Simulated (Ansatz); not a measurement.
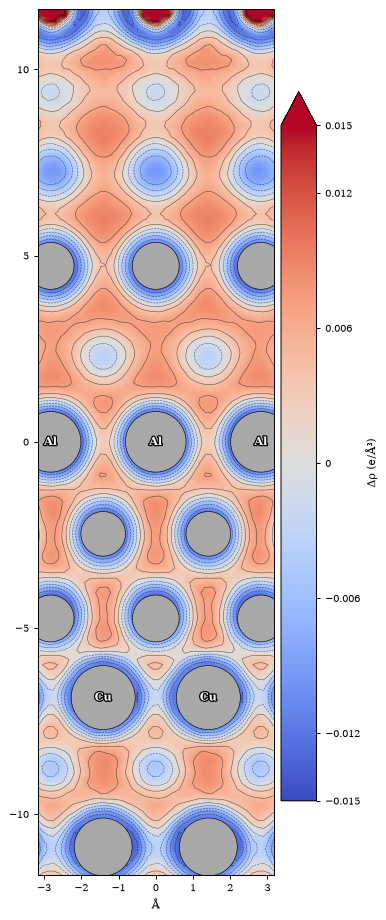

Al$_{4}$Cu. Difference of the valence pseudo-densities of two functionals at the same geometry, on the (011) plane of the calculation cell: one of LDA and r2SCAN less the other.

Space group P-6m2; a structure generated by program, which may or may not match a known phase; computed without spin polarisation.

Both computed with Ansatz (plane waves, PAW), on the same k-point mesh. Grey discs cover the atomic cores.

```
Al Cu
1.0
     2.82409    0.00000    0.00000
    -1.41204    2.44573    0.00000
     0.00000    0.00000   22.43095
Al Cu
8 2
Direct
  0.33333 0.66667 0.89405
  0.33333 0.66667 0.10595
  0.33333 0.66667 0.31869
  0.33333 0.66667 0.50000
  0.33333 0.66667 0.68131
  0.66667 0.33333 0.00000
  0.66667 0.33333 0.21281
  0.66667 0.33333 0.78719
  0.66667 0.33333 0.41005
  0.66667 0.33333 0.58995
```

**Which was subtracted from which, and what does the map show?**

It is r2SCAN less LDA. Against LDA, r2SCAN gives less density around Al (−0.006 e/Å³ on average at 1.0 Å from the nucleus), less density around Cu (−0.009 e/Å³ on average at 1.0 Å from the nucleus) and more density in the space between the atoms (+0.006 e/Å³ on average).
